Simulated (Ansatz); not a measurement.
**C3H10Si (trimethylsilane): a line through the functionals**

C3H10Si: 14 atoms, total charge 0, spin state singlet. SMILES: `C[SiH](C)C`. The shape is that of a PBE0-D4/def2-TZVP optimisation.

The vertical ionisation energy (to the doublet cation) y, in eV, basis cc-pVDZ; a is the functional's share of exact exchange. Programs: Ansatz 0.2.0.

```
functional  program     a  y (eV)
      BLYP   Ansatz     0    9.92
       PBE   Ansatz     0   10.04
     B3LYP   Ansatz   0.2   10.41
      PBE0   Ansatz  0.25   10.45
   r2SCAN0   Ansatz  0.25       ?
     BHLYP   Ansatz   0.5   10.65
```

Problem. Fit y = c + s·a to the known rows and predict r2SCAN0.

Solution. 
1. Means of the 5 rows: a = 0.1900, y = 10.294.
2. Σ(Δa)² = 0.172, Σ(Δa·Δy) = 0.2402, so the slope is 0.2402/0.172 = 1.3965.
3. Intercept: 10.294 − (1.3965) × 0.1900 = 10.029. The largest residual of the fit is 0.11.
4. r2SCAN0: 10.029 + (1.3965) × 0.25 = 10.38 eV.

The run gave 10.55 eV, so the prediction is off by -0.17 eV, more than the largest residual. The rows mix families of semi-local functionals, which the line can't see.

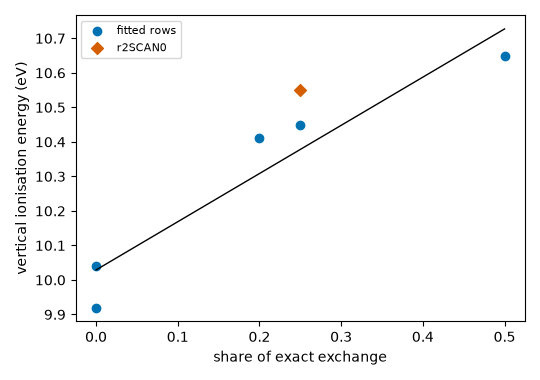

The fitted line, with the withheld row.
